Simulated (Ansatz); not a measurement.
# Ta wire along [100], 13 atoms a period: bands along the axis

Aim: is the Ta wire along [100], 13 atoms a period a metal or a semiconductor?

Calculated with Ansatz 0.2.0; DFT PBE, plane waves, PAW; relaxation of a wire's period; PAW set soft_1, in the first sound run; inputs show where later runs differ.

## 1. Set-up

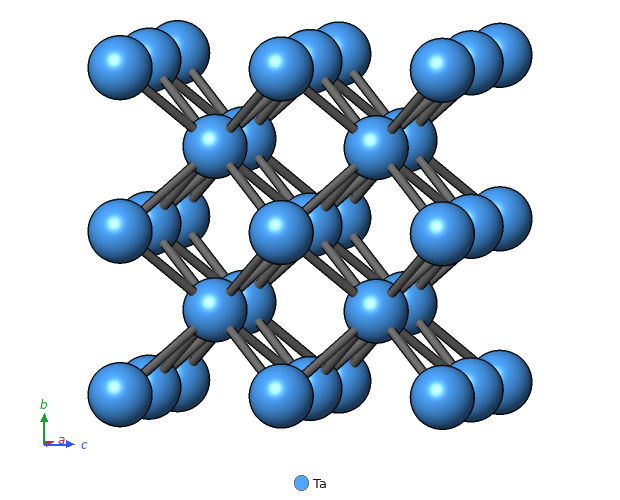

The starting structure, seen from the side, with the c axis across the page (tantalum blue). 1×1×2 cells are drawn. Some periodic images of atoms are drawn too.

The cell holds 13 atoms: 13 Ta. Its edges and angles: a = 13.440 Å, b = 13.440 Å, c = 3.320 Å, α = 90.0°, β = 90.0°, γ = 90.0°. Vacuum lies along a and b. The structure's axis is c.

Coordinates:

```cif
data_structure
_symmetry_space_group_name_H-M 'P 1'
_symmetry_Int_Tables_number 1
_cell_length_a 13.4400
_cell_length_b 13.4400
_cell_length_c 3.3200
_cell_angle_alpha 90.000
_cell_angle_beta 90.000
_cell_angle_gamma 90.000
_cell_volume 599.70
loop_
_atom_site_label
_atom_site_type_symbol
_atom_site_fract_x
_atom_site_fract_y
_atom_site_fract_z
_atom_site_occupancy
Ta1 Ta 0.25298 0.25298 0.00000 1
Ta2 Ta 0.25298 0.50000 0.00000 1
Ta3 Ta 0.25298 0.74702 0.00000 1
Ta4 Ta 0.50000 0.25298 0.00000 1
Ta5 Ta 0.50000 0.50000 0.00000 1
Ta6 Ta 0.50000 0.74702 0.00000 1
Ta7 Ta 0.74702 0.25298 0.00000 1
Ta8 Ta 0.74702 0.50000 0.00000 1
Ta9 Ta 0.74702 0.74702 0.00000 1
Ta10 Ta 0.37649 0.37649 0.50000 1
Ta11 Ta 0.37649 0.62351 0.50000 1
Ta12 Ta 0.62351 0.37649 0.50000 1
Ta13 Ta 0.62351 0.62351 0.50000 1
```

## 2. Relaxation of atoms and period

Band widths follow the bond lengths, so the wire is relaxed first. The atoms and the third cell vector are free; the box across stays fixed as vacuum. A Fermi-Dirac smearing is set since the result may be a metal. The pressure printed is a third of the stress's trace over the whole box, vacuum included; only the stress along the axis is relaxed.

Input file input.yaml:

```yaml
crystal:
  lattice:
    - [13.44, 0.0, 0.0]
    - [0.0, 13.44, 0.0]
    - [0.0, 0.0, 3.32]
  atoms:
    - { symbol: Ta, position: [0.25297619, 0.25297619, 0.0] }
    - { symbol: Ta, position: [0.25297619, 0.5, 0.0] }
    - { symbol: Ta, position: [0.25297619, 0.74702381, 0.0] }
    - { symbol: Ta, position: [0.5, 0.25297619, 0.0] }
    - { symbol: Ta, position: [0.5, 0.5, 0.0] }
    - { symbol: Ta, position: [0.5, 0.74702381, 0.0] }
    - { symbol: Ta, position: [0.74702381, 0.25297619, 0.0] }
    - { symbol: Ta, position: [0.74702381, 0.5, 0.0] }
    - { symbol: Ta, position: [0.74702381, 0.74702381, 0.0] }
    - { symbol: Ta, position: [0.376488095, 0.376488095, 0.5] }
    - { symbol: Ta, position: [0.376488095, 0.623511905, 0.5] }
    - { symbol: Ta, position: [0.623511905, 0.376488095, 0.5] }
    - { symbol: Ta, position: [0.623511905, 0.623511905, 0.5] }
kpoints:
  mp_grid: { grid: [1, 1, 25] }
scf:
  occupations: { method: fermi_dirac, width: 0.05 }
hamiltonian:
  xc: pbe
  pseudopotentials: { kind: paw, azcp: { folder: soft_1 } }
relax:
  cell: { fix: [a, b, alpha, beta, gamma] }
  max_steps: 45
  f_tol: 0.03
```

Launch:

```
$ ansatz run input.yaml --threads 4 --pin off --max-ram 16384MiB --backend cpu --events-out ev --progress --plain --runs-dir out
```

Numbers of over 12 decimals in the logs are rounded to 6 here.

The program printed:

```text
Engine: ansatz 0.2.0, aarch64-unknown-linux-gnu
Pseudopotentials: kind: paw
Pseudopotential: Ta, paw, valence charge 13, recommended cutoff 420 eV (normal), soft_1/Ta.paw.azcp
Functional definition: PBE
  parameter kappa = 0.804
  parameter beta = 0.066725
  exchange = pbe_x(kappa = kappa, mu = beta*pi^2/3)
  correlation = pbe_c(beta = beta)
Crystal: 13 atoms, lattice volume = 599.704 Å³
Basis set: ecut = 420 eV, 11743 PW (Γ), exchange–correlation on 180×180×48 points (8 copies of the dense FFT grid, shifted against one another)
Bands: 102, of which v1, the nominal top of the filled ones, is band 85 counted from 1 (84 counted from 0)
Symmetry: 16 space group operations
Space group: P4/mmm (ITA 123), of the structure as read, at distance tolerance 8.4e-5 Å
k-points: 13 of 25
Non-local potential: Ta, projectors of the file, l = 0: 3, l = 1: 2, l = 2: 2, l = 3: 1
PAW form: soft (Blöchl's): semilocal exchange-correlation on the pseudo side does not see the compensation charge
PAW one-centre angular grid: Ta, 590 points (default); XC on 64 Gauss nodes
Initial density: superposition of atomic densities (neutral atoms: chi_scale 0, normalization atom)
Initial wavefunctions: pseudopotential atomic-orbital guess
Functional: x = pbe(κ = 0.804, μ = 0.219515), c = pbe(β = 0.066725)
SCF iter   1: F=—  HF=-129128.850055 eV  |F-HF|=—  |Δ(HF+E_count)|=         —  Δρ=5.93e-2  dr2=2.57e2  ethr=3.10e-3  ⟨swp⟩=10.4  Hψ=5869  notcnv=0
preconditioner: auto → LDOS  [metal: Δε(μ)=0.012 eV  Ē_g=3.974 eV  σ=0.050 eV  W_gap=0.06  n_scr=110 (ndim 8)  ℏωp=12.2 eV  f_vac=0.376  D(μ)=22.86/eV (n_scr^D=186)  β→1.0]
SCF iter   2: F=—  HF=-129110.993496 eV  |F-HF|=—  |Δ(HF+E_count)|=    1.79e1  Δρ=3.78e-2  dr2=4.13e1  ethr=3.10e-3  ⟨swp⟩=6.7  Hψ=4121  notcnv=0  defer=3
SCF iter   3: F=—  HF=-129110.012194 eV  |F-HF|=—  |Δ(HF+E_count)|=   9.81e-1  Δρ=1.13e-2  dr2=9.38e0  ethr=3.10e-3  ⟨swp⟩=5.1  Hψ=3136  notcnv=0  defer=5
SCF iter   4: F=—  HF=-129109.462938 eV  |F-HF|=—  |Δ(HF+E_count)|=   5.49e-1  Δρ=2.32e-3  dr2=2.11e-1  ethr=3.10e-3  ⟨swp⟩=3.3  Hψ=1743  notcnv=0  defer=3
SCF iter   5: F=—  HF=-129109.464926 eV  |F-HF|=—  |Δ(HF+E_count)|=   1.99e-3  Δρ=1.04e-3  dr2=3.43e-2  ethr=1.25e-4  ⟨swp⟩=4.5  Hψ=2448  notcnv=0  defer=4
SCF iter   6: F=—  HF=-129109.463910 eV  |F-HF|=—  |Δ(HF+E_count)|=   1.02e-3  Δρ=4.19e-4  dr2=2.86e-3  ethr=2.03e-5  ⟨swp⟩=2.1  Hψ=1770  notcnv=0  defer=3
SCF iter   7: F=—  HF=-129109.464077 eV  |F-HF|=—  |Δ(HF+E_count)|=   1.67e-4  Δρ=1.58e-4  dr2=8.70e-4  ethr=1.69e-6  ⟨swp⟩=2.0  Hψ=1760  notcnv=0  defer=3
SCF iter   8: F=—  HF=-129109.464100 eV  |F-HF|=—  |Δ(HF+E_count)|=   2.35e-5  Δρ=6.39e-5  dr2=1.05e-4  ethr=5.15e-7  ⟨swp⟩=1.8  Hψ=1387  notcnv=0  defer=3
SCF iter   9: F=—  HF=-129109.464100 eV  |F-HF|=—  |Δ(HF+E_count)|=   4.80e-8  Δρ=1.62e-5  dr2=4.04e-6  ethr=6.23e-8  ⟨swp⟩=2.3  Hψ=1803  notcnv=0  defer=3
SCF iter  10: F=—  HF=-129109.464244 eV  |F-HF|=—  |Δ(HF+E_count)|=   1.43e-4  Δρ=6.27e-6  dr2=2.68e-7  ethr=2.39e-9  ⟨swp⟩=3.0  Hψ=1888  notcnv=0  defer=3
SCF iter  11: F=-129109.464244 eV  HF=-129109.464244 eV  |F-HF|=1.20e-8  |Δ(HF+E_count)|=   2.81e-7  Δρ=2.07e-6  dr2=5.26e-8  ethr=5.92e-11  ⟨swp⟩=6.3  Hψ=5016  notcnv=0
SCF 1 converged in 11 iterations: F = -129109.464244 eV  dr2 = 5.26e-8
  greatest PAW one-centre occupation: 0.999 electrons in one spin orbital (limit 2), on the Ta atom at site 12 (counted from 0), in its partial waves of l = 0
relax step   1: F+E_penalty+E_count = -129109.46424410 eV  Δ(F+E_penalty+E_count) = +0.000e0 eV  max|allowed force component| = 2.076e0 eV/Å  Δτ_max = 0.0000 Å  P = -7.652 GPa  Ω = 599.704 Å³  fix = [a, b, alpha, beta, gamma]  reactions: a -7.121, b -7.121 GPa  (11 SCF iters, dr2 threshold 1.00e-7 eV, accepted)
Crystal: 13 atoms, lattice volume = 579.297 Å³
Basis set: ecut = 420 eV, 11375 PW (Γ), exchange–correlation on 180×180×48 points (8 copies of the dense FFT grid, shifted against one another)
Initial density: handed on by an earlier stage of this run
Initial wavefunctions: those handed on with the density
SCF iter   1: F=—  HF=-129112.867550 eV  |F-HF|=—  |Δ(HF+E_count)|=         —  Δρ=1.96e-2  dr2=7.21e0  ethr=3.10e-3  ⟨swp⟩=10.7  Hψ=6311  notcnv=0
preconditioner: auto → LDOS  [metal: Δε(μ)=0.017 eV  Ē_g=3.193 eV  σ=0.050 eV  W_gap=0.08  n_scr=110 (ndim 8)  ℏωp=12.4 eV  f_vac=0.409  D(μ)=20.65/eV (n_scr^D=170)  β→1.0]
SCF iter   2: F=—  HF=-129112.168969 eV  |F-HF|=—  |Δ(HF+E_count)|=   6.99e-1  Δρ=1.05e-2  dr2=1.74e0  ethr=3.10e-3  ⟨swp⟩=2.9  Hψ=2274  notcnv=0  defer=10
SCF iter   3: F=—  HF=-129111.996186 eV  |F-HF|=—  |Δ(HF+E_count)|=   1.73e-1  Δρ=2.79e-3  dr2=1.32e-1  ethr=1.03e-3  ⟨swp⟩=3.0  Hψ=2050  notcnv=0  defer=9
SCF iter   4: F=—  HF=-129111.977383 eV  |F-HF|=—  |Δ(HF+E_count)|=   1.88e-2  Δρ=8.09e-4  dr2=1.32e-2  ethr=7.81e-5  ⟨swp⟩=2.2  Hψ=2251  notcnv=0  defer=8
SCF iter   5: F=—  HF=-129111.978590 eV  |F-HF|=—  |Δ(HF+E_count)|=   1.21e-3  Δρ=2.71e-4  dr2=1.18e-3  ethr=7.79e-6  ⟨swp⟩=2.0  Hψ=1827  notcnv=0  defer=8
SCF iter   6: F=—  HF=-129111.978855 eV  |F-HF|=—  |Δ(HF+E_count)|=   2.65e-4  Δρ=1.15e-4  dr2=1.74e-4  ethr=7.01e-7  ⟨swp⟩=2.0  Hψ=1760  notcnv=0  defer=8
SCF iter   7: F=—  HF=-129111.978921 eV  |F-HF|=—  |Δ(HF+E_count)|=   6.67e-5  Δρ=3.64e-5  dr2=1.97e-5  ethr=1.03e-7  ⟨swp⟩=2.0  Hψ=1748  notcnv=0  defer=8
SCF iter   8: F=-129111.978925 eV  HF=-129111.978925 eV  |F-HF|=2.30e-7  |Δ(HF+E_count)|=   3.20e-6  Δρ=1.02e-5  dr2=7.05e-7  ethr=7.69e-10  ⟨swp⟩=4.3  Hψ=5528  notcnv=0
SCF 2 converged in 8 iterations: F = -129111.978925 eV  dr2 = 7.05e-7
relax step   2: F+E_penalty+E_count = -129111.97892474 eV  Δ(F+E_penalty+E_count) = -2.515e0 eV  max|allowed force component| = 5.561e-1 eV/Å  Δτ_max = 0.1948 Å  P = -1.957 GPa  Ω = 579.297 Å³  energy of the carried Pulay correction = +1.668e-3 eV  fix = [a, b, alpha, beta, gamma]  reactions: a -2.221, b -2.221 GPa  (8 SCF iters, dr2 threshold 1.30e-6 eV, accepted)
Crystal: 13 atoms, lattice volume = 574.714 Å³
Basis set: ecut = 420 eV, 11271 PW (Γ), exchange–correlation on 180×180×48 points (8 copies of the dense FFT grid, shifted against one another)
SCF iter   1: F=—  HF=-129113.192249 eV  |F-HF|=—  |Δ(HF+E_count)|=         —  Δρ=2.08e-2  dr2=1.64e1  ethr=3.10e-3  ⟨swp⟩=10.7  Hψ=5440  notcnv=0  defer=1
preconditioner: auto → LDOS  [metal: Δε(μ)=0.004 eV  Ē_g=3.354 eV  σ=0.050 eV  W_gap=0.02  n_scr=94 (ndim 8)  ℏωp=12.5 eV  f_vac=0.430  D(μ)=28.19/eV (n_scr^D=266)  β→1.0]
SCF iter   2: F=—  HF=-129112.350832 eV  |F-HF|=—  |Δ(HF+E_count)|=   8.41e-1  Δρ=8.32e-3  dr2=1.05e0  ethr=3.10e-3  ⟨swp⟩=3.2  Hψ=1904  notcnv=0  defer=11
SCF iter   3: F=—  HF=-129112.352349 eV  |F-HF|=—  |Δ(HF+E_count)|=   1.52e-3  Δρ=4.26e-3  dr2=3.96e-1  ethr=6.20e-4  ⟨swp⟩=3.1  Hψ=1975  notcnv=0  defer=11
SCF iter   4: F=—  HF=-129112.313431 eV  |F-HF|=—  |Δ(HF+E_count)|=   3.89e-2  Δρ=1.31e-3  dr2=1.83e-2  ethr=2.34e-4  ⟨swp⟩=2.2  Hψ=1956  notcnv=0  defer=11
SCF iter   5: F=—  HF=-129112.310874 eV  |F-HF|=—  |Δ(HF+E_count)|=   2.56e-3  Δρ=4.17e-4  dr2=3.72e-3  ethr=1.08e-5  ⟨swp⟩=2.2  Hψ=2338  notcnv=0  defer=11
SCF iter   6: F=—  HF=-129112.310940 eV  |F-HF|=—  |Δ(HF+E_count)|=   6.60e-5  Δρ=1.59e-4  dr2=4.00e-4  ethr=2.20e-6  ⟨swp⟩=2.0  Hψ=1726  notcnv=0  defer=11
SCF iter   7: F=—  HF=-129112.311049 eV  |F-HF|=—  |Δ(HF+E_count)|=   1.09e-4  Δρ=4.57e-5  dr2=1.36e-5  ethr=2.37e-7  ⟨swp⟩=2.1  Hψ=1765  notcnv=0  defer=11
SCF iter   8: F=—  HF=-129112.311053 eV  |F-HF|=—  |Δ(HF+E_count)|=   4.84e-6  Δρ=1.48e-5  dr2=3.96e-6  ethr=8.05e-9  ⟨swp⟩=3.7  Hψ=2845  notcnv=0  defer=11
SCF iter   9: F=-129112.311055 eV  HF=-129112.311055 eV  |F-HF|=3.84e-8  |Δ(HF+E_count)|=   1.39e-6  Δρ=4.55e-6  dr2=2.76e-7  ethr=7.69e-10  ⟨swp⟩=5.2  Hψ=4302  notcnv=0
SCF 3 converged in 9 iterations: F = -129112.311055 eV  dr2 = 2.76e-7
relax step   3: F+E_penalty+E_count = -129112.31105476 eV  Δ(F+E_penalty+E_count) = -3.321e-1 eV  max|allowed force component| = 4.956e-1 eV/Å  Δτ_max = 0.1961 Å  P = +1.331 GPa  Ω = 574.714 Å³  energy of the carried Pulay correction = +2.051e-3 eV  fix = [a, b, alpha, beta, gamma]  reactions: a +1.419, b +1.419 GPa  (9 SCF iters, dr2 threshold 1.30e-6 eV, accepted)
[...]
relax step   4: F+E_penalty+E_count = -129112.39267089 eV  Δ(F+E_penalty+E_count) = -8.162e-2 eV  max|allowed force component| = 1.972e-1 eV/Å  Δτ_max = 0.0612 Å  P = +0.029 GPa  Ω = 577.477 Å³  energy of the carried Pulay correction = +1.820e-3 eV  fix = [a, b, alpha, beta, gamma]  reactions: a +0.014, b +0.014 GPa  (8 SCF iters, dr2 threshold 1.30e-6 eV, accepted)
[...]
relax step   5: F+E_penalty+E_count = -129112.39851104 eV  Δ(F+E_penalty+E_count) = -5.840e-3 eV  max|allowed force component| = 5.380e-2 eV/Å  Δτ_max = 0.0106 Å  P = -0.136 GPa  Ω = 577.161 Å³  energy of the carried Pulay correction = +1.846e-3 eV  fix = [a, b, alpha, beta, gamma]  reactions: a -0.126, b -0.126 GPa  (6 SCF iters, dr2 threshold 1.30e-6 eV, accepted)
[...]
relax step   6: F+E_penalty+E_count = -129112.39947563 eV  Δ(F+E_penalty+E_count) = -9.646e-4 eV  max|allowed force component| = 4.402e-3 eV/Å  Δτ_max = 0.0072 Å  P = +0.030 GPa  Ω = 576.903 Å³  energy of the carried Pulay correction = +1.868e-3 eV  fix = [a, b, alpha, beta, gamma]  reactions: a +0.037, b +0.037 GPa  (7 SCF iters, dr2 threshold 1.81e-7 eV, accepted)
Initial wavefunctions: pseudopotential atomic-orbital guess (no wavefunctions were taken with the density)
iter 1 solved again at ethr=6.54e-7 eV; its pass at ethr=3.10e-3 eV (dr2=1.11e-3 eV) is discarded
SCF iter   1: F=—  HF=-129112.397464 eV  |F-HF|=—  |Δ(HF+E_count)|=         —  Δρ=5.06e-5  dr2=1.83e-6  ethr=6.54e-7  ⟨swp⟩=4.2  Hψ=9815  notcnv=0
eigensolver tolerance schedule: the retry pair's looser diagonalisation over-reported the residual by 601.62 of it (diagonalisation noise at 0.15 of the residual, at the tolerance the schedule requests for it); recorded, not acted on — ethr = c·dr2/N_el stays at c = 1.0e-1
preconditioner: auto → LDOS  [metal: Δε(μ)=0.008 eV  Ē_g=3.157 eV  σ=0.050 eV  W_gap=0.04  n_scr=94 (ndim 8)  ℏωp=12.5 eV  f_vac=0.422  D(μ)=26.03/eV (n_scr^D=242)  β→1.0]
SCF iter   2: F=—  HF=-129112.397609 eV  |F-HF|=—  |Δ(HF+E_count)|=   1.45e-4  Δρ=4.44e-6  dr2=7.12e-8  ethr=1.09e-9  ⟨swp⟩=3.1  Hψ=3123  notcnv=0
SCF iter   3: F=—  HF=-129112.397609 eV  |F-HF|=—  |Δ(HF+E_count)|=   3.48e-9  Δρ=1.22e-6  dr2=1.97e-8  ethr=4.22e-11  ⟨swp⟩=2.3  Hψ=2420  notcnv=0
SCF iter   4: F=—  HF=-129112.397609 eV  |F-HF|=—  |Δ(HF+E_count)|=   3.33e-9  Δρ=3.36e-7  dr2=9.21e-10  ethr=1.17e-11  ⟨swp⟩=2.0  Hψ=1936  notcnv=0
SCF iter   5: F=-129112.397609 eV  HF=-129112.397609 eV  |F-HF|=8.73e-11  |Δ(HF+E_count)|=  5.82e-11  Δρ=9.66e-8  dr2=1.00e-10  ethr=1.00e-12  ⟨swp⟩=6.0  Hψ=5148  notcnv=0
SCF 7 converged in 5 iterations: F = -129112.397609 eV  dr2 = 1.00e-10
relax step   7: F+E_penalty+E_count = -129112.39760914 eV  Δ(F+E_penalty+E_count) = +1.866e-3 eV  max|allowed force component| = 4.440e-3 eV/Å  Δτ_max = 0.0000 Å  P = +0.031 GPa  Ω = 576.903 Å³  fix = [a, b, alpha, beta, gamma]  reactions: a +0.038, b +0.038 GPa  stress off target by 1.49e-2 GPa on what of the cell is left free  SCF on the basis re-selected at this cell (its energy is not comparable with the rows above)  (5 SCF iters)
basis re-selected at this cell: Δ(F+E_penalty+E_count) = +1.866e-3 eV, ΔP = +0.000 GPa vs the last step (what re-selecting the basis moved, of the pressure what is left beyond the Pulay correction that the steps carried, after the strain that the cell walked since its last selection, with what the two solves' SCF thresholds leave and, on support functions, any second-order correction that the steps lacked; it is no m [...]
SCF converged after 5 iterations
Free energy (F): -129112.397609 eV
Harris-Foulkes:  -129112.397609 eV  (|F-HF|=8.73e-11)
Internal energy: -129112.193007 eV  (E = F + TS)
E sigma→0 (E₀):  -129112.295308 eV
Entropy (-TS):   -0.204603 eV (-15.739 meV/atom)
Fermi energy:    5.693842 eV
--- Per-component energies (eV) ---
  E_band       = -3593.127979
  E_kinetic    = 5105.352831
  E_local      = -54679.988814  (includes V_loc(G=0)·N_el)
  E_nonlocal   = -141.263183
  E_hartree    = 25236.852441
  E_xc         = -4159.069506
  E_vxc        = -3013.800143  (∫ρ·V_xc dr)
  E_paw        = -107958.809520  (= ΣΔE_a)
  E_vpaw       = -1337.134010  (= ΣTr[D̂ρ^β])
  E_aug_tail   = 0.001217  (compensation charges beyond the density's cutoff)
  E_ewald      = 7484.731528
  E_smearing   = -0.204603  (= −TS)
  E_closure    = 0.000000  (closes the sum)
  Σ components = -129112.397609   (vs F -129112.397609, Δ=0.00e0)
--- Forces (eV/Å), atoms counted from 1 ---
  atom   1  Ta    -0.00266948    -0.00266948     0.00000000
  atom   2  Ta    -0.00444027     0.00000000     0.00000000
  atom   3  Ta    -0.00266948     0.00266948     0.00000000
  atom   4  Ta     0.00000000    -0.00444027     0.00000000
  atom   5  Ta    -0.00000000    -0.00000000     0.00000000
  atom   6  Ta     0.00000000     0.00444027     0.00000000
  atom   7  Ta     0.00266948    -0.00266948     0.00000000
  atom   8  Ta     0.00444027     0.00000000     0.00000000
  atom   9  Ta     0.00266948     0.00266948     0.00000000
  atom  10  Ta    -0.00398203    -0.00398203     0.00000000
  atom  11  Ta    -0.00398203     0.00398203     0.00000000
  atom  12  Ta     0.00398203    -0.00398203     0.00000000
  atom  13  Ta     0.00398203     0.00398203     0.00000000
  max |Σ_I F_I| component: 1.73e-18 eV/Å
--- Stress (GPa, compression-positive) ---
        0.038492       0.000000       0.000000
        0.000000       0.038492       0.000000
        0.000000       0.000000       0.014921
  P = ⅓ Tr σ = 0.0306 GPa (0.306 kbar)
--- Relaxed structure (6 steps of the walk, 6 accepted, 1 SCFs on fresh bases) ---
  F+E_penalty+E_count = -129112.39760914 eV   max|allowed force component| = 4.440e-3 eV/Å   (the final SCF, on the basis selected at the relaxed cell)
  cell:  # Å, volume = 576.9029 Å³
    - [13.44, 0.0, 0.0]
    - [0.0, 13.44, 0.0]
    - [0.0, 0.0, 3.193774]
  atoms:
    - { symbol: Ta, position: [0.271582, 0.271582, 0.0] }
    - { symbol: Ta, position: [0.255360, 0.500000, 0.0] }
    - { symbol: Ta, position: [0.271582, 0.728418, 0.0] }
    - { symbol: Ta, position: [0.500000, 0.255360, 0.0] }
    - { symbol: Ta, position: [0.500000, 0.500000, 0.0] }
    - { symbol: Ta, position: [0.500000, 0.744640, 0.0] }
    - { symbol: Ta, position: [0.728418, 0.271582, 0.0] }
    - { symbol: Ta, position: [0.744640, 0.500000, 0.0] }
    - { symbol: Ta, position: [0.728418, 0.728418, 0.0] }
    - { symbol: Ta, position: [0.379596, 0.379596, 0.500000] }
    - { symbol: Ta, position: [0.379596, 0.620404, 0.500000] }
    - { symbol: Ta, position: [0.620404, 0.379596, 0.500000] }
    - { symbol: Ta, position: [0.620404, 0.620404, 0.500000] }
```

It took 1.8 min on 4 threads of Arm Neoverse V1, shared host; peak memory 1.8 GiB.

(Continued in part 2 of 2.)

[Logs are printed without paths, hosts, clocks, repeated set-up lines and the standing remarks that a program may print on its own settings, such as how far it seeks lower states.]

[Hosts, paths, dates, database ids (printed as entryN), source tags and the programs' standing remarks are cut or masked in the printed files.]
